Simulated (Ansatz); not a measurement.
**Run report: Si₃N₃H₁₂O, single-point calculation**

The run: single-point calculation of Si₃N₃H₁₂O, multiplicity 2. Method and program: UKS PBE0-D4/def2-TZVPP (Ansatz 0.2.0).

The geometry is the product side of a reaction. The reaction was set up to form Si1–N8 and N2–H7 and to break Si1–N2 and H7–N8 (atoms counted from 1 in the order of the input); sticks are drawn by distance alone. The geometry comes from this level: PBE0-D4/def2-TZVP.

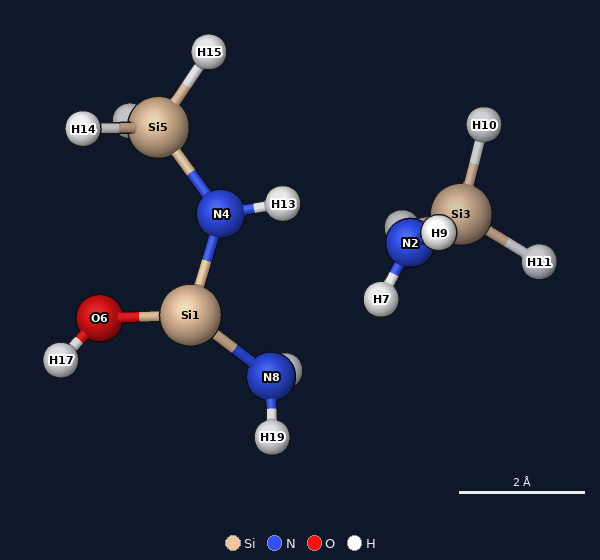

The structure (ball-and-stick view, seen on its broad side; atoms are numbered from 1 in the order of the input). Bond lengths as drawn: H–N 1.01 to 1.02 Å, H–O 0.96 Å, H–Si 1.49 Å, N–Si 1.70 to 1.73 Å and O–Si 1.66 Å.

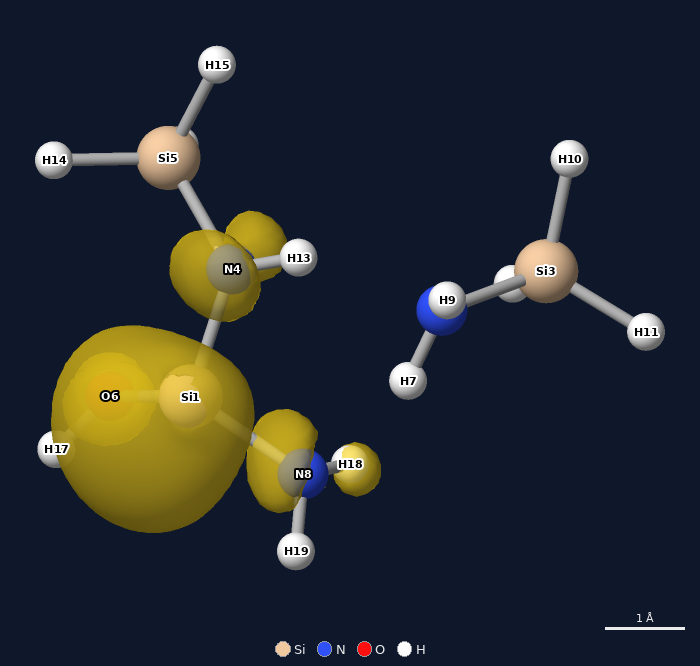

Isosurfaces of the spin density (α minus β) at +0.02 (yellow) and −0.02 e/Å³ (cyan), seen at a tilt. The unpaired spin (1 electron) lies mostly on Si1 (about 0.7), O6 (about 0.1) and N4 (about 0.1), in electrons by Hirshfeld's partition. Only one sign reaches the isovalue.

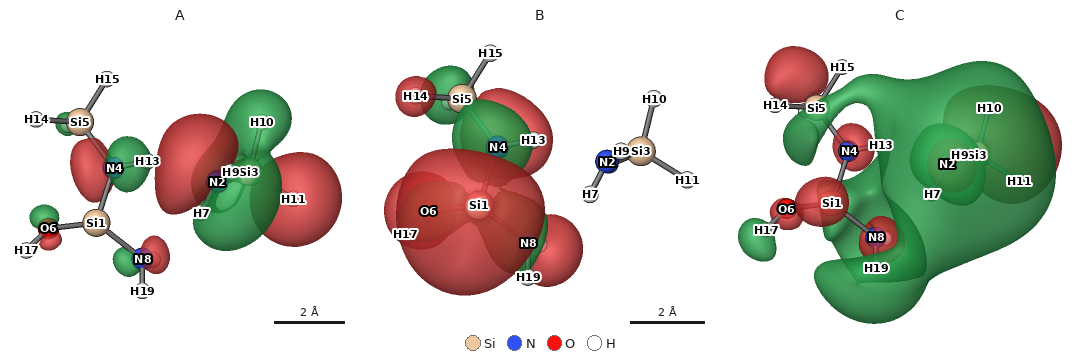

Three frontier orbitals at ±0.04 Å⁻³ᐟ² (green and red are the two phases). A is the HOMO−1 (α) (−7.63 eV). B is the HOMO (α) (−5.46 eV). By Hirshfeld shares it lies mainly on Si1 (60 %), N4 (15 %) and O6 (10 %). C is the LUMO (α) (0.25 eV). Its weight (Hirshfeld) is mainly on Si3 (35 %), H9 (10 %) and N2 (10 %). The HOMO–LUMO gap is 5.71 eV between the orbital energies.

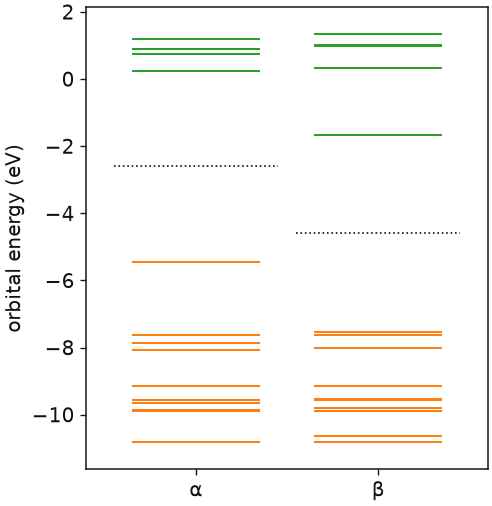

Orbital energies near the frontier for α and β spins; the dotted line parts filled from empty levels, and levels within 0.02 eV of each other stand side by side. α: highest filled −5.46 eV, lowest empty 0.25 eV, 5.71 eV apart; β: highest filled −7.55 eV, lowest empty −1.66 eV, 5.89 eV apart.

The input that produced these results follows, with the program's output.

## Input
```yaml
crystal:
  periodic: [false, false, false]
  atoms:
    - {symbol: Si, position_ang: [0.356195, -0.626328, 1.836108]}
    - {symbol: N, position_ang: [1.410105, 0.148535, -1.629639]}
    - {symbol: Si, position_ang: [0.345531, -0.147522, -2.955654]}
    - {symbol: N, position_ang: [-0.216270, 0.699205, 0.931714]}
    - {symbol: Si, position_ang: [-1.362214, 1.901002, 1.412158]}
    - {symbol: O, position_ang: [-0.867514, -0.890804, 2.921868]}
    - {symbol: H, position_ang: [1.558680, -0.620222, -0.981402]}
    - {symbol: N, position_ang: [0.715120, -1.888823, 0.703646]}
    - {symbol: H, position_ang: [2.271727, 0.643508, -1.803562]}
    - {symbol: H, position_ang: [0.038097, 1.149922, -3.610476]}
    - {symbol: H, position_ang: [0.864412, -1.071527, -4.007373]}
    - {symbol: H, position_ang: [-0.893783, -0.748357, -2.397201]}
    - {symbol: H, position_ang: [0.251587, 0.830955, 0.035839]}
    - {symbol: H, position_ang: [-1.105656, 2.368426, 2.799767]}
    - {symbol: H, position_ang: [-1.223474, 3.051113, 0.478832]}
    - {symbol: H, position_ang: [-2.766008, 1.413944, 1.347280]}
    - {symbol: H, position_ang: [-0.628512, -1.314583, 3.746947]}
    - {symbol: H, position_ang: [-0.057752, -2.255253, 0.159300]}
    - {symbol: H, position_ang: [1.309830, -2.643192, 1.012045]}
basis:
  gaussian: {orbitals: def2-TZVPP}
magnetization: {spin_polarized: true, initial_magnetization: 1}
hamiltonian: {xc: pbe0, dispersion: d4}
output: {orbitals: {seedname: orbitals}}
```

Launched with:
```bash
ansatz run in.yaml --threads 4 --pin off --events-out ev --progress --plain --max-ram 66560MiB --backend cuda --devices 0, --max-vram 37GiB
```

## What the program printed
```
Functional definition: PBE0
  name "PBE0"
  cite "Adamo & Barone, J. Chem. Phys. 110, 6158 (1999) doi:10.1063/1.478522"
  cite "Perdew, Burke & Ernzerhof, Phys. Rev. Lett. 77, 3865 (1996) doi:10.1103/PhysRevLett.77.3865"
  parent pbe
  parameter a = 0.25
  parameter kappa = 0.804
  parameter beta = 0.06672455060314922
  exchange = (1 - a)*pbe_x(kappa = kappa, mu = beta*pi^2/3) + a*exact_x
  correlation = pbe_c(beta = beta)
2197 factors; their error is unknown
mean field evaluation 1: about -30314.7932 eV, gradient 7.5e1 eV
mean field evaluation 2: about -30285.6730 eV, gradient 1.1e2 eV
mean field evaluation 4: about -30334.4026 eV, gradient 6.7e0 eV
mean field evaluation 8: about -30334.5736 eV, gradient 2.5e-1 eV
mean field evaluation 16: about -30334.6367 eV, gradient 3.3e-3 eV
mean field -30334.63666471 eV, -1114.7773358730 hartree, gradient 4.3e-5 eV, S^2 0.751881; 0 other end points of the search recorded, 0 dependent functions left out
reference -30334.63671135 eV, -1114.7773375868 hartree; 42, 41 occupied and 376, 377 virtual orbitals, 2197 factors
Total energy: -30335.07373877 eV, -1114.7933980481 hartree
```

## Results in brief

```csv
quantity,value
outcome,converged
total energy,−30335.0737 eV
mean-field energy,−30334.6367 eV
dispersion energy,−0.4370 eV
⟨S²⟩,0.752
SCF solution under orbital rotations,stable
HOMO (either spin),−5.46 eV
LUMO (either spin),−1.66 eV
hardware,"4 CPU threads, shared host"
wall time,14 s (CPU time 15 s)
peak memory,0.99 GiB
```
